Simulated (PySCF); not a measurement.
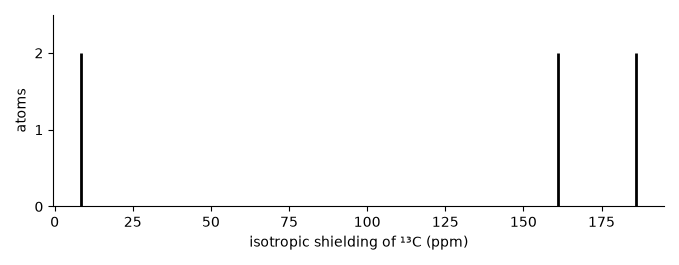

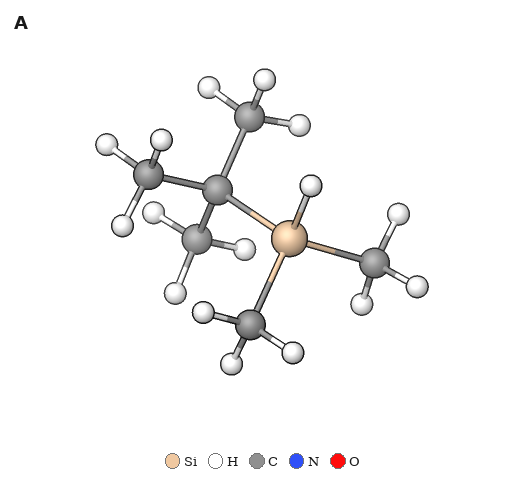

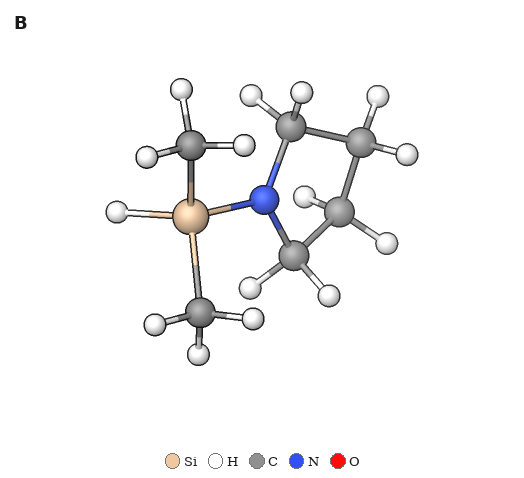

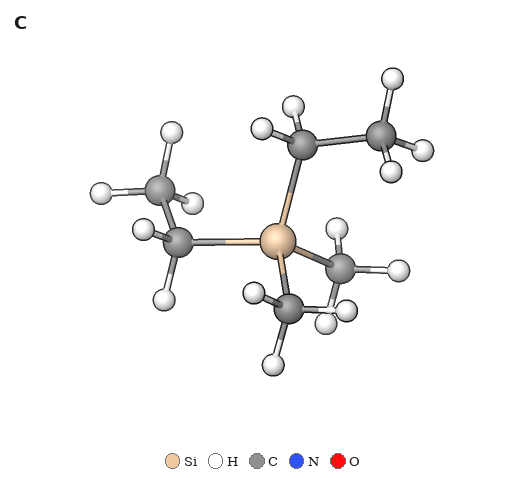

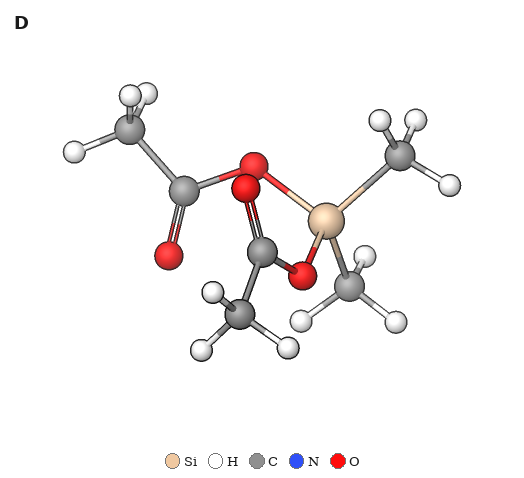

The sticks are computed shieldings of one of the molecules, for one fixed geometry (PBE0-D3(BJ)/def2-SVP) without averaging over rotations. Low shielding means a high chemical shift. Method: GIAO PBE0/pcSseg-1 NMR shielding, non-relativistic, gas phase (PySCF 2.14.0).

Match the spectrum to a structure.

D, `CC(=O)O[Si](C)(C)OC(C)=O`. Its 6 C atoms give lines at 8.4 (2 atoms), 161.2 (2 atoms), 186.2 (2 atoms) ppm.
